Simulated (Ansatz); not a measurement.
# What Sc3B (built on the sites of a database entry of La3In) distorts into

Which phase does Sc3B (built on the sites of a database entry of La3In) fall into along its unstable mode, and how much energy does it gain?

Calculated with Ansatz 0.2.0; DFT PBEsol, scalar-relativistic, plane waves, PAW.

The structure was built from a prototype and need not be the compound's stable phase.

**1. The starting structure**

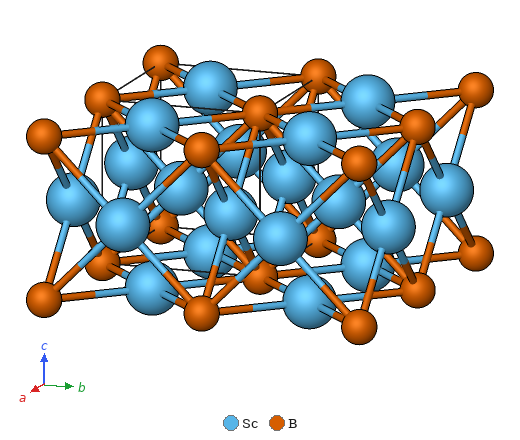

The cell as given, slightly off an axis (scandium blue, boron orange). 2×2×1 cells are drawn. Some periodic images of atoms are drawn too.

**2. The dispersion**

The cell comes from relaxations at this level that are not shown. Stability and thermal properties need the whole zone. Linear response on a 2×2×2 q mesh gives force constants as far as a supercell of that size would.

input.yaml

```yaml
crystal:
  lattice:
    - [4.0584555828, 0.0, 0.0]
    - [0.0, 4.0584555828, 0.0]
    - [0.0, 0.0, 4.0584555828]
  atoms:
    - { symbol: Sc, position: [0.0, 0.5, 0.5] }
    - { symbol: Sc, position: [0.5, 0.0, 0.5] }
    - { symbol: Sc, position: [0.5, 0.5, 0.0] }
    - { symbol: B, position: [0.0, 0.0, 0.0] }
kpoints:
  mp_grid: { grid: [10, 10, 10] }
hamiltonian:
  xc: pbesol
scf:
  occupations: { method: methfessel_paxton, width: 0.15 }
output:
  eigenvalues: true
phonons:
  method: dfpt
  qmesh: [2, 2, 2]
  temperatures: { t_max: 1000, t_step: 50 }
  qpath:
    path:
      - [[0.0, 0.0, 0.0], [0.0, 0.5, 0.0], [0.5, 0.5, 0.0], [0.0, 0.0, 0.0], [0.5, 0.5, 0.5], [0.0, 0.5, 0.0]]
      - [[0.5, 0.5, 0.5], [0.5, 0.5, 0.0]]
    npoints: 10
```

Started as:

```
ansatz run input.yaml --threads 8 --pin off --max-ram 14336MiB --backend cpu --events-out ev --progress --plain --runs-dir out
```

Numbers of over 12 decimals in the logs are rounded to 6 here.

The log of the run:

```text
Engine: ansatz 0.2.0, aarch64-unknown-linux-gnu
Pseudopotentials: kind: paw
Pseudopotential: Sc, paw, valence charge 11, recommended cutoff 420 eV (normal), Sc.paw.azcp
Pseudopotential: B, paw, valence charge 3, recommended cutoff 420 eV (normal), B.paw.azcp
Functional definition: PBEsol
  exchange = pbesol_x
  correlation = pbesol_c
Crystal: 4 atoms, lattice volume = 66.847 Å³
Basis set: ecut = 420 eV, 1309 PW (Γ), exchange–correlation on 60×60×60 points (8 copies of the dense FFT grid, shifted against one another)
Bands: 22, of which v1, the nominal top of the filled ones, is band 18 counted from 1 (17 counted from 0)
Symmetry: 48 space group operations
k-points: 56 of 1000
Non-local potential: Sc, projectors of the file, l = 0: 3, l = 1: 2, l = 2: 3, l = 3: 1
Non-local potential: B, projectors of the file, l = 0: 2, l = 1: 2, l = 2: 1
PAW form: soft (Blöchl's): semilocal exchange-correlation on the pseudo side does not see the compensation charge
PAW frozen core: Sc, regenerated for the run's functional, and the local potential with it (the file was generated under x = pbe(κ = 0.804, μ = 0.219515), c = pbe(β = 0.066725))
PAW frozen core: B, regenerated for the run's functional, and the local potential with it (the file was generated under x = pbe(κ = 0.804, μ = 0.219515), c = pbe(β = 0.066725))
PAW one-centre angular grid: Sc, 590 points (default); XC on 64 Gauss nodes
PAW one-centre angular grid: B, 110 points (default); XC on 64 Gauss nodes
Initial density: superposition of atomic densities (neutral atoms: chi_scale 0, normalization atom), corrected by the library's trained network
Initial wavefunctions: pseudopotential atomic-orbital guess
Functional: x = pbesol(κ = 0.804, μ = 0.123457), c = pbesol(β = 0.046)
SCF iter   1: F=—  HF=-6485.977052 eV  |F-HF|=—  |Δ(HF+E_count)|=         —  Δρ=6.09e-3  dr2=3.47e-2  ethr=1.77e-3  ⟨swp⟩=3.9  Hψ=9898  notcnv=0
automatic band count: the SCF goes on with 26 bands, as 22 were too few: they end inside the smearing window of the response
preconditioner: auto → Kerker (q_TF=auto, 2.461 Å⁻¹)  [metal: Δε(μ)=0.017 eV  Ē_g=4.303 eV  σ=0.150 eV  W_gap=0.10  n_scr=18 (ndim 8)  ℏωp=15.7 eV  f_vac=0.000  D(μ)=5.45/eV (n_scr^D=80)]
SCF iter   2: F=—  HF=-6485.969333 eV  |F-HF|=—  |Δ(HF+E_count)|=   7.72e-3  S|Δr|=    0.00e0  Δρ=3.40e-3  dr2=1.13e-2  ethr=9.64e-5  ⟨swp⟩=1.0  Hψ=1908  notcnv=0
SCF iter   3: F=—  HF=-6485.966014 eV  |F-HF|=—  |Δ(HF+E_count)|=   3.32e-3  S|Δr|=    0.00e0  Δρ=5.87e-4  dr2=4.69e-4  ethr=3.13e-5  ⟨swp⟩=2.0  Hψ=1659  notcnv=0
SCF iter   4: F=—  HF=-6485.965864 eV  |F-HF|=—  |Δ(HF+E_count)|=   1.51e-4  S|Δr|=    0.00e0  Δρ=9.32e-5  dr2=7.77e-6  ethr=1.30e-6  ⟨swp⟩=2.1  Hψ=1608  notcnv=0
SCF iter   5: F=—  HF=-6485.965858 eV  |F-HF|=—  |Δ(HF+E_count)|=   5.27e-6  S|Δr|=    0.00e0  Δρ=2.46e-5  dr2=5.23e-7  ethr=2.16e-8  ⟨swp⟩=2.4  Hψ=1997  notcnv=0
SCF iter   6: F=—  HF=-6485.965860 eV  |F-HF|=—  |Δ(HF+E_count)|=   1.55e-6  S|Δr|=    0.00e0  Δρ=5.39e-6  dr2=2.34e-8  ethr=1.45e-9  ⟨swp⟩=2.0  Hψ=1546  notcnv=0
SCF iter   7: F=—  HF=-6485.965860 eV  |F-HF|=—  |Δ(HF+E_count)|=   2.73e-9  S|Δr|=    0.00e0  Δρ=7.98e-7  dr2=3.54e-10  ethr=6.49e-11  ⟨swp⟩=2.1  Hψ=1734  notcnv=0
SCF iter   8: F=-6485.965860 eV  HF=-6485.965860 eV  |F-HF|=0.00e0  |Δ(HF+E_count)|=  7.19e-11  S|Δr|=    0.00e0  Δρ=1.03e-7  dr2=4.91e-12  ethr=1.00e-12  ⟨swp⟩=5.9  Hψ=6490  notcnv=0
SCF 1 converged in 8 iterations: F = -6485.965860 eV  dr2 = 4.91e-12
  greatest PAW one-centre occupation: 0.998 electrons in one spin orbital (limit 2), on the Sc atom at site 2 (counted from 0), in its partial waves of l = 0
Initial density: read from a saved state, or passed on in memory by an earlier SCF of this step, an earlier step, the calling program or the single point that the run made first
iter 1 solved again at ethr=4.62e-8 eV; its pass at ethr=3.10e-3 eV (dr2=1.66e-5 eV) is discarded
SCF iter   1: F=—  HF=-6485.965860 eV  |F-HF|=—  |Δ(HF+E_count)|=         —  Δρ=1.85e-7  dr2=2.61e-11  ethr=4.62e-8  ⟨swp⟩=3.2  Hψ=7784  notcnv=0
eigensolver tolerance schedule: the retry pair's looser diagonalisation over-reported the residual by 636867.05 of it (diagonalisation noise at an unbounded share of the residual, at the tolerance the schedule requests for it); recorded, not acted on — ethr = c·dr2/N_el stays at c = 1.0e-1
preconditioner: auto → Kerker (q_TF=auto, 2.461 Å⁻¹)  [metal: Δε(μ)=0.013 eV  Ē_g=3.238 eV  σ=0.150 eV  W_gap=0.07  n_scr=18 (ndim 8)  ℏωp=15.7 eV  f_vac=0.000  D(μ)=5.66/eV (n_scr^D=80)]
SCF iter   2: F=—  HF=-6485.965860 eV  |F-HF|=—  |Δ(HF+E_count)|=   3.51e-7  S|Δr|=    0.00e0  Δρ=1.03e-7  dr2=1.01e-11  ethr=1.00e-12  ⟨swp⟩=3.1  Hψ=2917  notcnv=0
SCF iter   3: F=-6485.965860 eV  HF=-6485.965860 eV  |F-HF|=9.09e-13  |Δ(HF+E_count)|=  9.09e-13  S|Δr|=    0.00e0  Δρ=7.14e-8  dr2=4.26e-12  ethr=1.00e-12  ⟨swp⟩=2.0  Hψ=1837  notcnv=0
SCF 2 converged in 3 iterations: F = -6485.965860 eV  dr2 = 4.26e-12
phonons: the bands overlap, so this run is a metal and interpolates without the dipole-dipole term. If the crystal is really an insulator or semiconductor, its LO-TO splitting is missing
NSCF: frozen V_eff on 56 k-points
NSCF: frozen V_eff on 216 k-points
DFPT response loops at q = (0, 0, 0) (fractional): preconditioner auto → Kerker (q_TF=auto, 2.461 Å⁻¹) (partly filled bands, converged f_vac=0.000); β = 1.00, the filter's whole step (`scf.mixing.beta` (0.50) is not read by the response loops under this deck's `scf.mixing.preconditioner`; to damp them name `kerker` or `kerker_dos`, under which they read `scf.mixing.beta`, and type it under 1.00, their step now; both keys bind the ground state too); Broyden in place of MSR1
NSCF: frozen V_eff on 432 k-points
DFPT response loops at q = (0, 0, -0.5) (fractional): mixed as the last ones told, above
NSCF: frozen V_eff on 432 k-points
DFPT response loops at q = (0, -0.5, -0.5) (fractional): mixed as the last ones told, above
NSCF: frozen V_eff on 432 k-points
DFPT response loops at q = (-0.5, -0.5, -0.5) (fractional): mixed as the last ones told, above
SCF converged after 8 iterations
Stability not checked: this state was not tested for a lower state beside it, because cold or Methfessel-Paxton smearing, or corrected tetrahedra, fill the levels in a way that the test cannot read (fill_not_monotonic; see scf.lower_state_search)
Free energy (F): -6485.965860 eV
Harris-Foulkes:  -6485.965860 eV  (|F-HF|=0.00e0)
Internal energy: -6485.961610 eV  (E = F + TS)
E sigma→0 (E₀):  -6485.964797 eV
Entropy (-TS):   -0.004250 eV (-1.063 meV/atom)
Fermi energy:    11.575212 eV
--- Per-component energies (eV) ---
  E_band       = -399.648510
  E_kinetic    = 833.396266
  E_local      = -2366.765207  (includes V_loc(G=0)·N_el)
  E_nonlocal   = 269.028788
  E_hartree    = 822.098570
  E_xc         = -343.067171
  E_vxc        = -425.371144  (∫ρ·V_xc dr)
  E_paw        = -2873.739182  (= ΣΔE_a)
  E_vpaw       = -354.134322  (= ΣTr[D̂ρ^β])
  E_aug_tail   = 0.000024  (compensation charges beyond the density's cutoff)
  E_ewald      = -2827.315484
  E_core_change = 0.401786  (= ΣΔE_core)
  E_smearing   = -0.004250  (= −TS)
  E_closure    = 0.000000  (closes the sum)
  Σ components = -6485.965860   (vs F -6485.965860, Δ=0.00e0)
--- Band table (eV; the first three rows and the last of 56) ---
  k-point 0: bands = [... 14 lower, 10.6359, 10.6359, 10.9213, 10.9213, 10.9213, 12.0238, 12.0238, 12.0238, ... 4 higher]
  k-point 1: bands = [... 14 lower, 10.3379, 10.7404, 10.8689, 10.8689, 10.9601, 12.0541, 12.0541, 12.1699, ... 4 higher]
  k-point 2: bands = [... 14 lower, 9.7362, 10.7297, 10.7297, 11.0400, 11.0688, 12.1794, 12.1794, 12.4797, ... 4 higher]
  k-point 55: bands = [... 14 lower, 10.1228, 10.1228, 10.4688, 10.4688, 10.4688, 12.9906, 13.1911, 13.1911, ... 4 higher]
--- Phonons (Γ-DFPT): 3 representative perturbations + reference (Σ response iterations 9) ---
  ASR residual: 4.621e-5 → 0.000e0 eV/Å²; symmetrization residual: 1.427e-6 eV/Å²
  ASR residual per site (eV/Å²): 4.20e-5 4.20e-5 4.20e-5 4.62e-5
  Γ frequencies (cm⁻¹): 0.00 0.00 0.00 137.18 137.18 137.18 151.38 151.38 151.38 333.86 333.86 333.86
--- Phonons (arbitrary-q DFPT): 4 irreducible q on the 2×2×2 mesh ---
  q = [0.0000, 0.0000, 0.0000] (star 1, of the zone-centre solve; hermiticity 2.29e-7, symmetrization 7.84e-13): -0.00 0.00 0.00 137.18 137.18 137.18 151.38 151.38 151.38 333.86 333.86 333.86
  q = [0.0000, 0.0000, -0.5000] (star 3, 7 solved perturbations in 1332 linear systems a pass and spin channel, the states on 216 of 1000 k-point pairs; hermiticity 3.85e-7, symmetrization 5.44e-13): -90.74 82.86 82.86 131.65 131.65 167.33 204.18 204.18 216.04 235.45 235.45 278.52
  q = [0.0000, -0.5000, -0.5000] (star 3, 7 solved perturbations in 1332 linear systems a pass and spin channel, the states on 216 of 1000 k-point pairs; hermiticity 2.55e-7, symmetrization 1.04e-13): -80.59 114.53 114.53 132.94 132.94 160.67 183.78 229.65 231.21 271.20 271.20 295.49
  q = [-0.5000, -0.5000, -0.5000] (star 1, 3 solved perturbations in 468 linear systems a pass and spin channel, the states on 216 of 1000 k-point pairs; hermiticity 5.45e-7, symmetrization 5.79e-13): -78.92 -78.92 -78.92 133.73 133.73 133.73 156.68 156.68 311.76 311.76 311.76 368.90
  sum rule: each row above includes the acoustic sum rule's correction from the zone centre's row sums; it moved no ω² by more than (1.08 cm⁻¹)²
  mesh force constants: q→R imaginary residual 2.86e-18; ASR residual 4.621e-5 → 0.000e0 eV/Å²; symmetrization residual 3.553e-15 eV/Å²
  interpolated dispersion: 62 rows × 12 modes
  density of states and harmonic sums: on the 16×16×16 q-mesh, interpolated from the force constants of a 2×2×2 supercell (no non-analytic term)
  largest difference from the sums on the solved wave vectors: F 1.36e-1 eV, S 1.73e-4 and C_V 4.78e-5 eV/K
  zero-point energy: 0.125425 eV/cell   skipped modes (ω ≤ 0): 186, of them read as no rigid motion or as one in doubt: 183 (1.060e0 modes/cell left out, lowest -90.74 cm⁻¹)   left out of the sums: 8.84e-2 of the cell's modes: C_V's classical limit lies that fraction below 3 k_B per atom; for a crystal, a wire or a layer, F and S can be off by more, and a phonons.interpolated_qmesh denser along its periods is the remedy for the sampling
```

Wall time 79 s (8 threads of Arm Neoverse V2, shared host); peak memory 1.3 GiB; 9.9 min of CPU time.

In the SCF lines HF is the Harris–Foulkes energy and dr2 the Hartree energy of the density residual, in eV; the loop may stop once dr2 is under the threshold and the program's other checks hold. Hψ counts applications of the Hamiltonian.

This step gave:

* volume per atom: 16.71 Å³
* gap on the k-mesh: 0 eV
* sum-rule residual before enforcement: 4.62e-5 eV/Å²
* lowest frequency on the path: -90.74 cm⁻¹
* point group: m-3m
* highest frequency on the path or at a solved wavevector: 368.9 cm⁻¹
* highest optical mode at the zone centre (no LO-TO term): 333.9 cm⁻¹
* lowest optical zone-centre mode: 137.2 cm⁻¹
* lowest mode on the q mesh (acoustic modes at Γ apart): -90.74 cm⁻¹

Frequencies (cm⁻¹) solved at each irreducible wavevector; negative means imaginary. Frequencies by wavevector, by row:

```tsv
q in reciprocal lattice units	star	mode 1	mode 2	mode 3	mode 4	mode 10	mode 11	mode 12
0 0 0	1	0	0	0	137.2	333.9	333.9	333.9
0 0 -0.5	3	-90.7	82.9	82.9	131.7	235.4	235.4	278.5
0 -0.5 -0.5	3	-80.6	114.5	114.5	132.9	271.2	271.2	295.5
-0.5 -0.5 -0.5	1	-78.9	-78.9	-78.9	133.7	311.8	311.8	368.9
```

Interpolated from a 2×2×2 q mesh, rough between the solved points. Phonon branches along the path, in cm⁻¹:

```tsv
point	branch 1	branch 2	branch 3	branch 4	branch 9	branch 10	branch 11	branch 12
Γ	0	0	0	137	151	334	334	334
X	-91	83	83	132	216	236	236	278
M	-81	114	114	133	231	271	271	296
Γ	0	0	0	137	151	334	334	334
R	-79	-79	-79	134	312	312	312	369
X	-91	83	83	132	216	236	236	278
jump to R	-79	-79	-79	134	312	312	312	369
M	-81	114	114	133	231	271	271	296
```

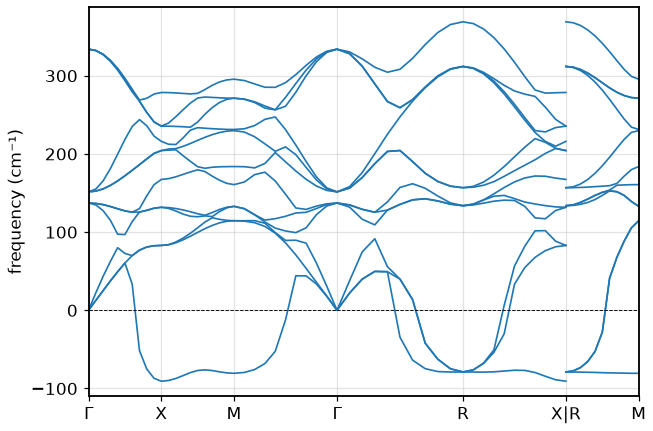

Phonon branches along the path.

Symmetry leaves 4 wavevectors to solve. The lowest mode among them, the acoustic zeros apart, lies at q = (0, 0, -0.5) and is imaginary, 90.7i cm⁻¹, so the energy falls along it.

**3. The mode frozen in, largest atomic shift 0 Å**

The mode followed lies at q = (0, -0.5, -0.5) with frequency 80.6i cm⁻¹, one of the unstable modes though not the softest. At small amplitude the distorted cell has space group no. 127 by a symmetry search on the positions. The undistorted cell that holds it gives the zero of energy on the same k mesh.

System of this step: Sc3B (built on the sites of a database entry of La3In). The structure is cubic, space group Pm-3m (No. 221). Conventional cell: a = 4.058 Å, b = 4.058 Å, c = 4.058 Å, α = 90.00°, β = 90.00°, γ = 90.00°. Nearest to Sc lie 8 Sc at 2.87 Å and 4 B at 2.87 Å. Sc has 8 Sc at 2.87 Å and 4 B at 2.87 Å nearest. B has 12 Sc at 2.87 Å nearest. Farther neighbours are not listed.

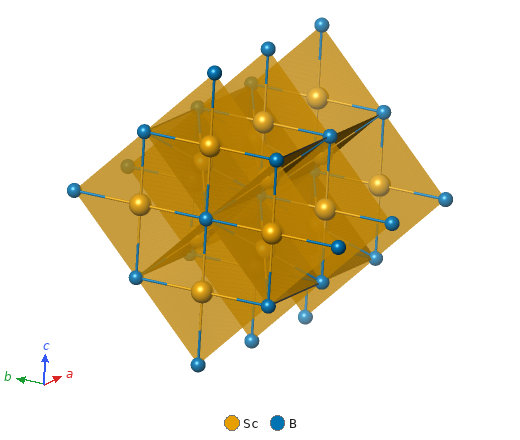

The cell of this step (scandium orange, boron blue). 2×1×1 cells are drawn. Some periodic images of atoms are drawn too.

input.yaml

```yaml
crystal:
  lattice:
    - [-4.0584555828, 0.0, 0.0]
    - [0.0, -4.0584555828, -4.0584555828]
    - [0.0, -4.0584555828, 4.0584555828]
  atoms:
    - { symbol: Sc, position: [1.0, 0.0, 0.5] }
    - { symbol: Sc, position: [1.0, 0.5, 0.0] }
    - { symbol: Sc, position: [0.5, 0.75, 0.25] }
    - { symbol: Sc, position: [0.5, 0.25, 0.75] }
    - { symbol: Sc, position: [0.5, 0.75, 0.75] }
    - { symbol: Sc, position: [0.5, 0.25, 0.25] }
    - { symbol: B, position: [0.0, 0.5, 0.5] }
    - { symbol: B, position: [0.0, 1.0, 1.0] }
kpoints:
  mp_grid: { grid: [8, 6, 6] }
hamiltonian:
  xc: pbesol
scf:
  occupations: { method: methfessel_paxton, width: 0.15 }
output:
  forces: true
  stress: true
  eigenvalues: true
```

The log of the run:

```text
[...]
Crystal: 8 atoms, lattice volume = 133.694 Å³
Basis set: ecut = 420 eV, 2617 PW (Γ), exchange–correlation on 60×80×80 points (8 copies of the dense FFT grid, shifted against one another)
Bands: 44, of which v1, the nominal top of the filled ones, is band 36 counted from 1 (35 counted from 0)
Symmetry: 32 space group operations
[...]
k-points: 50 of 288
[...]
k-point 0: bands = [... 32 lower, 10.6345, 10.9250, 10.9250, 10.9268, 11.8829, 11.9725, 11.9725, 12.0215, ... 4 higher]
  k-point 1: bands = [... 32 lower, 10.5639, 10.8162, 10.8981, 11.0274, 11.8326, 11.8936, 12.0304, 12.0434, ... 4 higher]
  k-point 2: bands = [... 32 lower, 10.2189, 10.5969, 11.0727, 11.3236, 11.6990, 11.8066, 12.0079, 12.3300, ... 4 higher]
  k-point 49: bands = [... 32 lower, 10.5386, 10.5386, 11.8826, 11.8826, 11.9699, 11.9699, 11.9713, 11.9713, ... 4 higher]
[key lines of the parts left out:]
SCF converged after 7 iterations
Free energy (F): -12971.935633 eV
Fermi energy:    11.594095 eV
P = ⅓ Tr σ = 0.0263 GPa (0.263 kbar)
```

Elapsed: 2.1 s, on 8 threads; peak memory 0.72 GiB; 15 s of CPU time.

Numbers from this step:

| Quantity | Value |
| --- | --- |
| pressure | 0.02626 GPa |
| energy from the undistorted cell | 0 meV/atom |

The run ends at a pressure of 0.03 GPa.

**4. The mode frozen in, largest atomic shift 0.6 Å**

The atoms are moved along the unstable eigenvector, the largest shift by 0.6 Å, with the cell fixed.

input.yaml, the sections that differ from step 3:

```yaml
crystal:
  lattice:
    - [-4.0584555828, 0.0, 0.0]
    - [0.0, -4.0584555828, -4.0584555828]
    - [0.0, -4.0584555828, 4.0584555828]
  atoms:
    - { symbol: Sc, position: [1.0, 0.0, 0.5] }
    - { symbol: Sc, position: [1.0, 0.5, 0.0] }
    - { symbol: Sc, position: [0.5, 0.6760802554, 0.3239197446] }
    - { symbol: Sc, position: [0.5, 0.3239197446, 0.6760802554] }
    - { symbol: Sc, position: [0.5, 0.8239197446, 0.8239197446] }
    - { symbol: Sc, position: [0.5, 0.1760802554, 0.1760802554] }
    - { symbol: B, position: [0.0, 0.5, 0.5] }
    - { symbol: B, position: [0.0, 1.0, 1.0] }
# kpoints, hamiltonian, scf, output: as in step 3
```

The log of the run:

```text
[...]
Crystal: 8 atoms, lattice volume = 133.694 Å³
Basis set: ecut = 420 eV, 2617 PW (Γ), exchange–correlation on 60×80×80 points (8 copies of the dense FFT grid, shifted against one another)
Bands: 44, of which v1, the nominal top of the filled ones, is band 36 counted from 1 (35 counted from 0)
Symmetry: 16 space group operations
[...]
k-points: 50 of 288
[...]
k-point 0: bands = [... 32 lower, 10.8713, 10.8713, 11.0069, 11.0069, 11.1536, 11.2235, 12.4607, 12.4791, ... 4 higher]
  k-point 1: bands = [... 32 lower, 10.5285, 10.7183, 11.1046, 11.1796, 11.3813, 11.5094, 12.3364, 12.4821, ... 4 higher]
  k-point 2: bands = [... 32 lower, 9.9691, 10.3962, 11.2895, 11.3825, 11.6047, 11.7962, 12.1605, 12.3248, ... 4 higher]
  k-point 49: bands = [... 32 lower, 10.4963, 10.4963, 11.6541, 11.6541, 12.0188, 12.0188, 12.1770, 12.1770, ... 4 higher]
[key lines of the parts left out:]
SCF converged after 7 iterations
Free energy (F): -12972.445525 eV
Fermi energy:    11.650122 eV
P = ⅓ Tr σ = 4.9287 GPa (49.287 kbar)
```

Elapsed: 2.1 s, on 8 threads; peak memory 0.73 GiB.

Numbers from this step:

```
pressure                         : 4.929 GPa
energy from the undistorted cell : -63.99 meV/atom
```

The energy, extrapolated to zero smearing, is -63.99 meV/atom against the undistorted cell.

The run ends at a pressure of 4.93 GPa, with forces up to 0.27 eV/Å.

**5. Energy along the mode, all amplitudes (two of the runs are shown above)**

An imaginary frequency means negative curvature, so the energy should fall and then rise again as anharmonic terms take over.

Numbers from this step:

* depth at the lowest point sampled: 63.99 meV/atom
* largest atomic shift at that point: 0.6 Å

Table of energy from the parent by largest atomic shift:

```tsv
largest atomic shift (Å)	energy from the parent (meV/atom)
0.000	0
0.040	-0.399
0.080	-1.61
0.140	-5.05
0.220	-14.1
0.320	-33.0
0.450	-59.4
0.600	-64.0
```

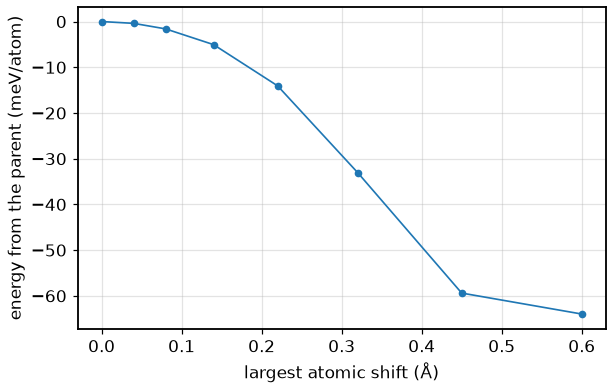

Energy from the parent against largest atomic shift.

Displacement at unit largest shift by atom:

```tsv
atom	x (Å)	y (Å)	z (Å)	size
Sc1	0.00	0.00	0.00	0.00
Sc2	0.00	0.00	0.00	0.00
Sc3	0.00	0.00	1.00	1.00
Sc4	0.00	0.00	-1.00	1.00
Sc5	0.00	-1.00	0.00	1.00
Sc6	0.00	1.00	0.00	1.00
B7	0.00	0.00	0.00	0.00
B8	0.00	0.00	0.00	0.00
```

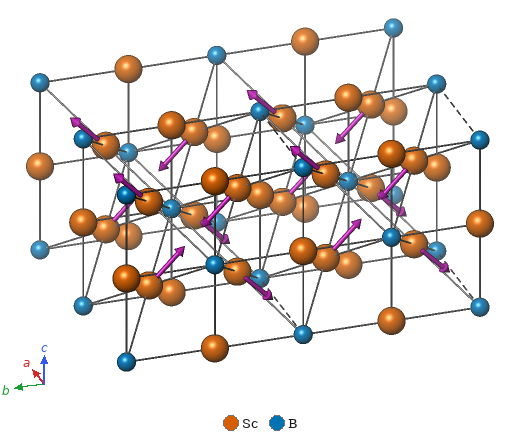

Displacement at unit largest shift as arrows, the longest 1 Å. 2×2×1 cells are drawn. Some periodic images of atoms are drawn too.

The lowest of the steps tried is the last one, at 0.6 Å, 64.0 meV/atom below the parent; the bottom of the well need not coincide with a step.

(Continued in part 2 of 3.)

[Logs are printed without paths, hosts, clocks, repeated set-up lines and the standing remarks that a program may print on its own settings, such as how far it seeks lower states.]

[Hosts, paths, dates, database ids (printed as entryN), source tags and the programs' standing remarks are cut or masked in the printed files.]
